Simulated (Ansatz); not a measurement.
# One shape, several levels: BOF (fluoro(oxo)borane)

Wanted: a comparison of 5 runs (HSE06/STO-3G, PBE0/STO-3G, r2SCAN0/STO-3G, RPA@PBE/STO-3G, UMP2/STO-3G) of BOF (fluoro(oxo)borane). 

Program for the calculation: Ansatz 0.2.0.

53 further runs of the same task are left out: 4 that didn't finish, 49 set aside as unsound or not needed.

### Step 1. The structure to begin with

BOF has 3 atoms, charge 0, and is taken as a singlet. As SMILES, `O=BF`. The B2–O1 distance was set to 1.507 Å, away from the relaxed value.

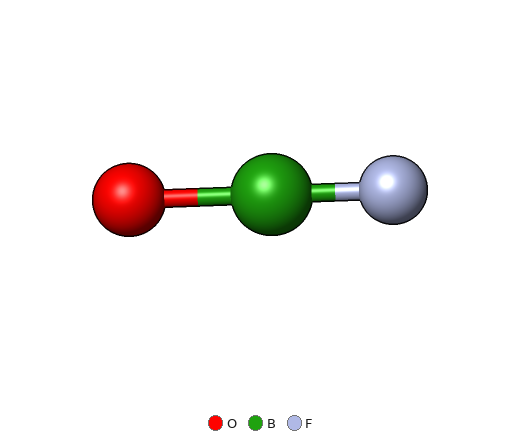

Viewed from a chosen angle; oxygen red, boron green, fluorine light blue.

### Step 2. The energy at HSE06/STO-3G (run 1)

Contents of run.yaml:

```yaml
basis:
  gaussian:
    orbitals: STO-3G
crystal:
  periodic: [false, false, false]
  atoms:
    - {symbol: O, position_ang: [1.223799, -0.703474, 0.597399]}
    - {symbol: B, position_ang: [0.020300, -0.011600, 0.009900]}
    - {symbol: F, position_ang: [-1.003400, 0.576800, -0.489800]}
hamiltonian:
  xc: hse06
magnetization:
  spin_polarized: false
  initial_magnetization: 0
accuracy: high
```

Launch:

```console
ansatz run run.yaml --threads 1 --pin off --max-ram 2610MiB --events-out events.jsonl --progress --plain --runs-dir runs
```

What it wrote:

```text
Warning: RAYON_NUM_THREADS=1 ignored (pool sized by the plan → 1); use --threads N
Functional definition: HSE06
  name "HSE06"
  parameter a = 0.25
  parameter omega = 0.11/bohr
  exchange = pbe_x - a*pbe_x_sr(omega) + a*exact_x_sr(omega)
  correlation = pbe_c
245 factors; integrals over basis functions are off by at most 3.9e-8 eV
46 factors; integrals over basis functions are off by at most 4.2e-10 eV
mean field evaluation 1: about -5353.1846 eV, gradient 3.7e1 eV
mean field evaluation 2: about -5241.9987 eV, gradient 1.7e2 eV
mean field evaluation 4: about -5358.5760 eV, gradient 2.1e0 eV
mean field evaluation 8: about -5358.5495 eV, gradient 2.5e-1 eV
mean field evaluation 16: about -5358.5498 eV, gradient 4.0e-6 eV
mean field -5358.54983390 eV, -196.9230742403 hartree, gradient 3.4e-8 eV, S^2 0.000000; 0 other end points of the search recorded, 0 dependent functions left out
reference -5358.54983512 eV, -196.9230742851 hartree; 11, 11 occupied and 4, 4 virtual orbitals, 245 factors
Total energy: -5358.54983512 eV, -196.9230742851 hartree
```

Wall time 0.52 s (1 thread of Intel Xeon Platinum 8488C (Sapphire Rapids), shared host).

### Step 3. A single-point energy at PBE0/STO-3G (run 2)

Contents of molecule.yaml:

```yaml
crystal:
  periodic: [false, false, false]
  atoms:
    - {symbol: O, position_ang: [1.223799, -0.703474, 0.597399]}
    - {symbol: B, position_ang: [0.020300, -0.011600, 0.009900]}
    - {symbol: F, position_ang: [-1.003400, 0.576800, -0.489800]}
basis:
  gaussian:
    orbitals: STO-3G
hamiltonian:
  xc: {name: PBE0}
accuracy: high
```

Launch:

```console
ansatz run molecule.yaml --threads 1 --pin off --max-ram 2610MiB --events-out events.jsonl --progress --plain --runs-dir runs
```

What it wrote:

```text
Warning: RAYON_NUM_THREADS=1 ignored (pool sized by the plan → 1); use --threads N
Functional definition: PBE0
  name "PBE0"
[... 1 set-up line as earlier in the session ...]
  parameter kappa = 0.804
  parameter beta = 0.06672455060314922
  exchange = (1 - a)*pbe_x(kappa = kappa, mu = beta*pi^2/3) + a*exact_x
  correlation = pbe_c(beta = beta)
245 factors; integrals over basis functions are off by at most 3.9e-8 eV
mean field evaluation 1: about -5353.1708 eV, gradient 3.8e1 eV
mean field evaluation 2: about -5251.6436 eV, gradient 1.7e2 eV
mean field evaluation 4: about -5358.7595 eV, gradient 2.9e0 eV
mean field evaluation 8: about -5358.7459 eV, gradient 2.1e-1 eV
mean field evaluation 16: about -5358.7462 eV, gradient 6.3e-6 eV
mean field -5358.74619011 eV, -196.9302901979 hartree, gradient 5.2e-8 eV, S^2 0.000000; 0 other end points of the search recorded, 0 dependent functions left out
reference -5358.74619102 eV, -196.9302902315 hartree; 11, 11 occupied and 4, 4 virtual orbitals, 245 factors
Total energy: -5358.74619102 eV, -196.9302902315 hartree
```

Run time: 0.42 s. Hardware: 1 thread of Intel Xeon Platinum 8488C (Sapphire Rapids), shared host.

Runs 3 to 4 aren't shown in full; the table further down has their settings and results.

### Step 4. The energy at UMP2/STO-3G (run 5)

Contents of run.yaml:

```yaml
crystal:
  periodic: [false, false, false]
  atoms:
    - {symbol: O, position_ang: [1.223799, -0.703474, 0.597399]}
    - {symbol: B, position_ang: [0.020300, -0.011600, 0.009900]}
    - {symbol: F, position_ang: [-1.003400, 0.576800, -0.489800]}
basis:
  gaussian:
    orbitals: STO-3G
magnetization:
  spin_polarized: true
  initial_magnetization: 0
correlation:
  method: mp2
  frozen_orbitals: {B: 1, F: 1, O: 1}
accuracy: high
```

Launch:

```console
ansatz run run.yaml --threads 1 --pin off --max-ram 2610MiB --events-out events.jsonl --progress --plain --runs-dir runs
```

What it wrote, shortened:

```text
Warning: RAYON_NUM_THREADS=1 ignored (pool sized by the plan → 1); use --threads N
Functional definition: HF
  name "HF"
[...]
245 factors; integrals over basis functions are off by at most 3.9e-8 eV
[...]
mean field -5339.17742470 eV, -196.2111513334 hartree, gradient 2.5e-8 eV, S^2 0.000000; 7 other end points of the search recorded, 0 dependent functions left out
3 core orbitals not correlated: weight in the atoms' cores, before any rotation towards them, 1.000 or more for the frozen orbitals, at most 0.000 for the correlated occupied ones
reference -5339.17742470 eV, -196.2111513334 hartree; 8, 8 occupied and 4, 4 virtual orbitals, 245 factors
second order -4.54788928 eV of doubles, -0.00000000 eV of singles
Total energy: -5343.72531398 eV, -196.3782831817 hartree
```

It took 0.24 s on 1 thread of Intel Xeon Platinum 8488C (Sapphire Rapids), shared host.

### Step 5. Overview of the runs

| run | level | frozen core orbitals | energy (Eh) | wall time |
| --- | --- | --- | --- | --- |
| 1 | HSE06/STO-3G | – | -196.923074 | 0.52 s |
| 2 | PBE0/STO-3G | – | -196.930290 | 0.42 s |
| 3 | r2SCAN0/STO-3G | – | -197.026653 | 1.1 s |
| 4 | RPA@PBE/STO-3G | 3 | -196.476627 | 0.6 s |
| 5 | UMP2/STO-3G | 3 | -196.378283 | 0.24 s |

### Step 6. Outcome

| quantity | value |
| --- | --- |
| run 5: total energy | -196.37828 Eh |
| run 5: correlation energy (3 core orbitals frozen) | -167.1 mEh |

Totals of different functionals can't be ranked against each other. In runs 1, 2, 3, 4, 5 the basis is minimal, so the values are rough. All runs together took 2.9 s, the longest 1.1 s.
